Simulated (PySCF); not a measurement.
## Electronic structure of C3H8O2Si2 (SMILES CC#C[SiH2]O[SiH2]O) in real space

Input

```
{"job": {"kind": "nmr", "xc": "PBE0", "basis": "pcSseg-1"}, "charge": 0, "multiplicity": 1}
C      2.956849    -1.876862    -0.162593
C      2.022046    -0.806460    -0.430951
C      1.240838     0.084353    -0.652774
Si     0.033292     1.443645    -0.978041
O     -1.401298     1.067277    -0.317729
Si    -2.372933     0.615790     0.897711
O     -3.897034     0.558863     0.350870
H      3.839957    -1.484090     0.341431
H      3.263041    -2.347967    -1.096611
H      2.489192    -2.626787     0.475380
H     -0.264137     1.551762    -2.407497
H      0.507885     2.683446    -0.359961
H     -1.907912    -0.696050     1.337928
H     -2.412606     1.649339     1.917266
H     -4.101593     0.191731    -0.505205
```

Run with:

```sh
OMP_NUM_THREADS=1 python probes_run.py task.json out
```

Geometry: GFN2-xTB.

Theory: PBE0/pcSseg-1, SCF density, gas phase, non-relativistic in PySCF 2.14.0.

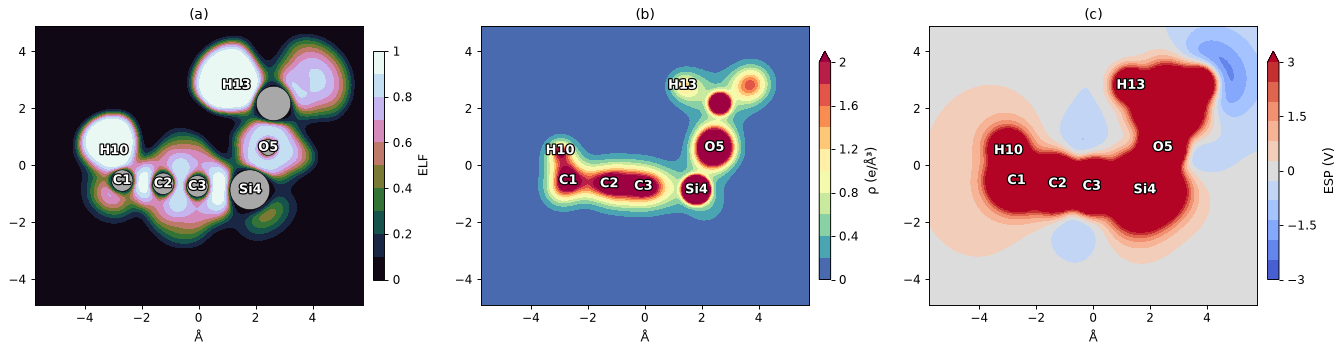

Figure 1. (a) electron localisation function; (b) electron density; (c) molecular electrostatic potential on the plane of atoms C2, C1 and H10. Grey discs cover the atomic cores in the ELF map.

Question: Read the bonding off the picture.

Answer:
- Atoms in the plane: C, Si, O and H.
- C–C (1.21 Å): ρ is about 2.7 e/Å³ halfway; the ELF peaks at about 0.85 between the atoms; a short, multiple covalent bond.
- Si–O (1.62 Å): ρ at the midpoint is about 1.1 e/Å³; the ELF peaks at about 0.85 between the atoms (a polar covalent bond).
- C–Si (1.85 Å): the density is about 0.94 e/Å³ at the midpoint; the ELF peaks at about 0.95 between the atoms, as expected for localised, covalent bonding.
- C–H (1.09 Å): ρ is about 2 e/Å³ halfway; the ELF climbs to about 1 towards the hydrogen, as it does in any bond to H: a covalent bond by its length.
- The ELF also peaks beside O5 and O7, away from the bonds: lone-pair regions.
- Outside the dense part of the molecule the potential is most negative (−2.0 V) near O7, which lies off the plane.

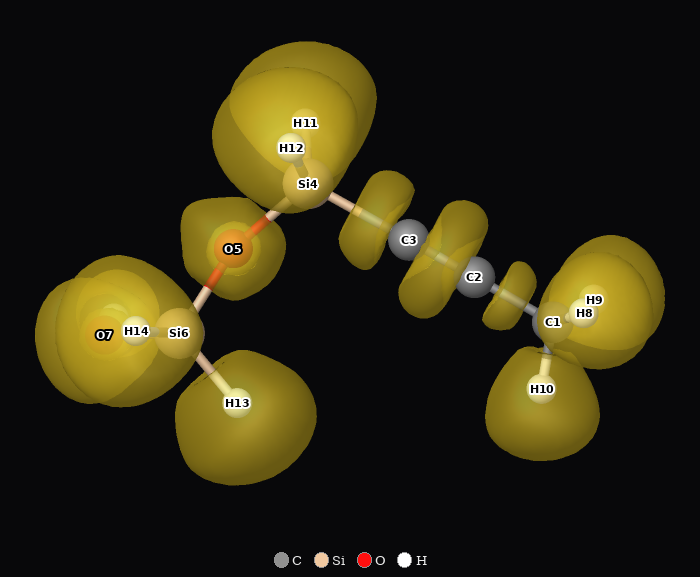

Figure 2. Isosurface of the electron localisation function at 0.75 (yellow), seen across its widest extent. Only the valence region is drawn (cores and ρ < 0.01 e/Å³ removed).

Question: Where are the electrons localised?

Answer: At this value the surface marks out two regions between bonded C–C atoms (shared pairs), one region between bonded C–Si atoms (shared pairs), seven regions around hydrogen nuclei, one region on O in which the atom's valence shell and bonds are merged and one joined region spread over several atoms (H, O), in which their bonds and any lone pairs are merged.

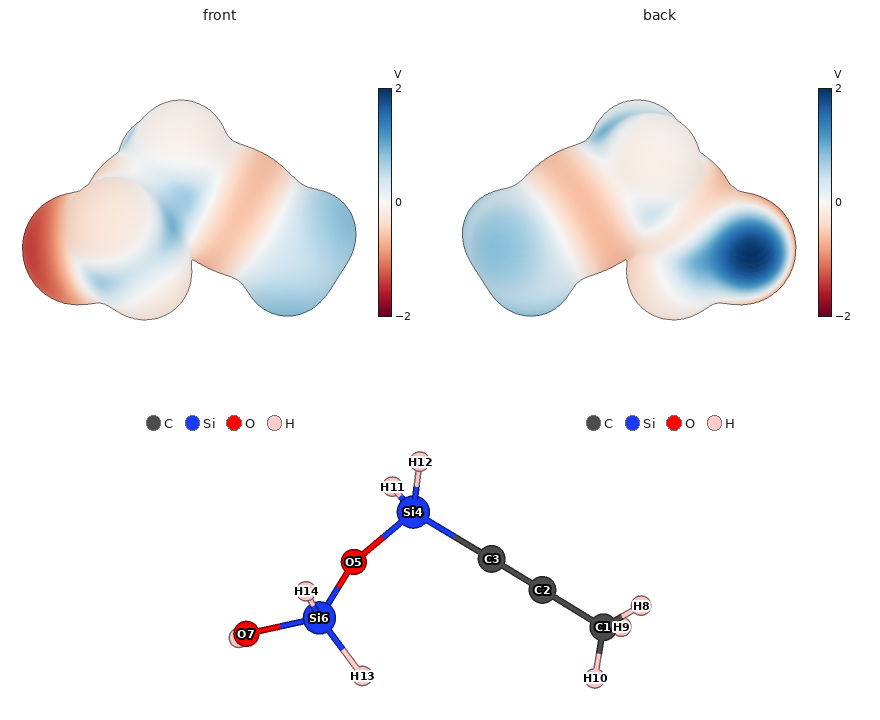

Figure 3. The electrostatic potential painted on the density surface at 0.001 e/bohr³, seen from the front and from behind; the colour scale runs from red (negative) to blue (positive). The bare structure is drawn below in the same view.

Question: Where is the surface potential most negative and most positive?

Answer: The most negative region (about −1.3 V) lies over O7, the most positive (about +1.9 V) over H15. O7 is the likeliest acceptor of a hydrogen bond.

Question: How polar is the molecule by this calculation?

Answer: Its dipole moment is 2.66 D.
